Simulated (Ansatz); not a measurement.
TiAl (CuAu type, space group P4/mmm): scan of one atom of the cell

TiAl (CuAu type, space group P4/mmm)

```yaml
crystal:
  lattice:
    - [5.62584, 0.00000, 0.00000]
    - [0.00000, 2.81292, 0.00000]
    - [0.00000, 0.00000, 4.05841]
  atoms:
    - { symbol: Al, position: [0.25000, 0.50000, 0.50000] }
    - { symbol: Al, position: [0.75000, 0.50000, 0.50000] }
    - { symbol: Ti, position: [0.00000, 0.00000, 0.00000] }
    - { symbol: Ti, position: [0.50000, 0.00000, 0.00000] }
```

Scan: atom 2 (Al, nearest neighbour Al at 2.813 Å; its periodic images, 2.8 Å or more away, move with it) is displaced along Cartesian z, direction (0.000, 0.000, 1.000) in Cartesian axes, by s. The other atoms stay.

Method: r2SCAN (plane waves to 500 eV, PAW, scalar-relativistic; Ansatz, a quantum-chemistry and plane-wave program). k mesh 7×13×9 (Γ-centred), Fermi-Dirac smearing 0.05 eV. The energy includes the smearing's −TS. With partly filled bands, energies and forces of such displacements shift with the k mesh and the smearing. F∥ is the force on the atom along that direction. TiAl is run without spin polarisation. TiAl was relaxed with its symmetry unable to fall. ΔE is measured from the undisplaced structure.

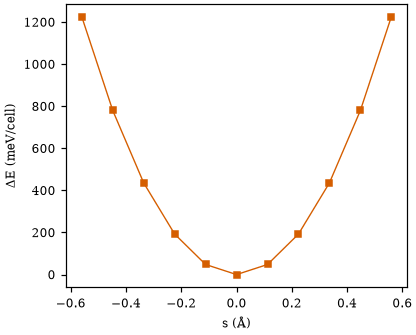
ΔE (meV/cell) against s (Å); one marker a computed point.

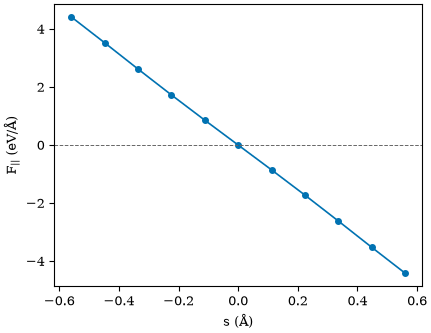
*F∥ (eV/Å) against s (Å); one marker a computed point.*

The force along the line at s = -0.560 Å is 4.42 eV/Å and the force constant k = d²E/ds² at s = 0 (finite differences) is 7.63 eV/Å². The energy at s = 0.560 Å is 1225 meV/cell. Harmonic estimate at the end of the scan: ½ks² = 1196 meV/cell against the computed 1225 meV/cell, so the well is close to harmonic there. Shape of the curve: a single well with its minimum at or next to zero displacement.

The forces along the line at the two nearest points give (0.857 − (-0.857)) / (2·0.112) = 7.65 eV/Å²; the next pair corrects for the finite step.

(For displaced atoms, the force is minus the slope of the energy, and its curvature is a force constant, which sets phonon frequencies.)
